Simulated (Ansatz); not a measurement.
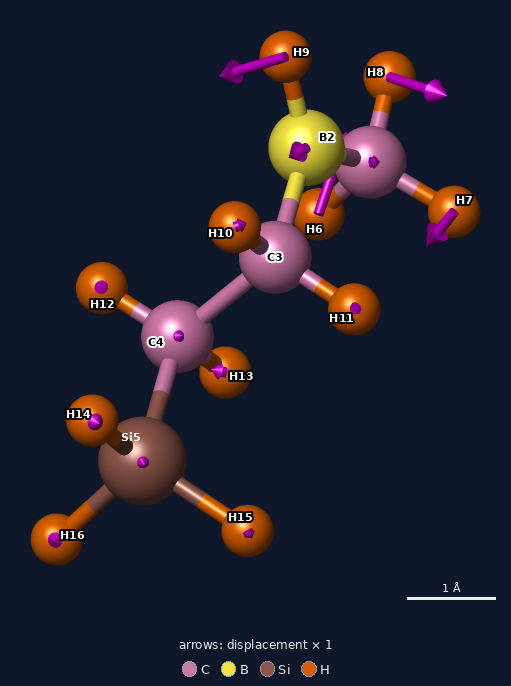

This is a relaxation of C3H11BSi (coarse preliminary run). The starting structure is drawn; purple arrows show the displacements, at their true length. The two geometries are superimposed by the best rigid fit.

A ball-and-stick model, seen from a free direction.

The start comes from a force field.

Computed with RKS PBE-D4/def2-SVP (Ansatz).

Input file:
```yaml
crystal:
  periodic: [false, false, false]
  atoms:
    - {symbol: C, position_ang: [-1.531400, 0.167500, -1.967000]}
    - {symbol: B, position_ang: [-0.582500, -0.872700, -1.386500]}
    - {symbol: C, position_ang: [-0.132300, -0.797500, 0.121300]}
    - {symbol: C, position_ang: [0.816100, 0.461100, 0.395700]}
    - {symbol: Si, position_ang: [1.335800, 0.477500, 2.158700]}
    - {symbol: H, position_ang: [-1.104100, 1.230100, -1.963200]}
    - {symbol: H, position_ang: [-2.480800, 0.235300, -1.366700]}
    - {symbol: H, position_ang: [-1.795300, -0.034500, -3.032600]}
    - {symbol: H, position_ang: [-0.234100, -1.760900, -2.018700]}
    - {symbol: H, position_ang: [0.503800, -1.706900, 0.375400]}
    - {symbol: H, position_ang: [-1.007200, -0.799900, 0.811200]}
    - {symbol: H, position_ang: [1.652000, 0.471200, -0.248300]}
    - {symbol: H, position_ang: [0.091900, 1.393800, 0.204100]}
    - {symbol: H, position_ang: [2.130400, -0.693200, 2.459500]}
    - {symbol: H, position_ang: [0.171800, 0.476200, 3.082900]}
    - {symbol: H, position_ang: [2.143000, 1.730400, 2.418200]}
basis:
  gaussian: {orbitals: def2-SVP}
hamiltonian: {xc: pbe, dispersion: d4}
relax: {f_tol: 0.03, max_steps: 200}
```

Command:
```bash
ansatz run in.yaml --threads 4 --pin off --events-out ev --progress --plain --max-ram 10444MiB
```

> Which element moves most?

Hydrogen: up to 1.03 Å, against 0.31 Å for boron.

> What did the optimiser do to the structure, and how much energy did it gain?

Over 30 accepted moves (38 points after the start) the energy falls by 54.8 kJ/mol. Largest force component: 4.5 eV/Å at the start, 0.013 eV/Å at the end. The line search rejected the trial steps at points 10, 11, 13, 19, 20, 24, 27, 30 of the run. The forces were under the threshold at step 14, but the run went on from there. The largest moves after the best rigid fit, 1.03 Å, are those of H6 and H8. Largest moves by element: H 1.03 Å, B 0.31 Å, C 0.12 Å, Si 0.10 Å. Near-neighbour distances that change, for instance: C4–H13 1.196 → 1.113 Å, B2–H9 1.145 → 1.225 Å, C4–Si5 1.838 → 1.900 Å, Si5–H14 1.447 → 1.506 Å. Among the angles between lasting bonds that change: B2–C3–C4 111.8° → 101.2°, B2–C1–H8 112.8° → 104.5°, C3–C4–H13 103.1° → 111.1°. Groups turn about C1–B2 by about 75°, B2–C3 by about 30°.
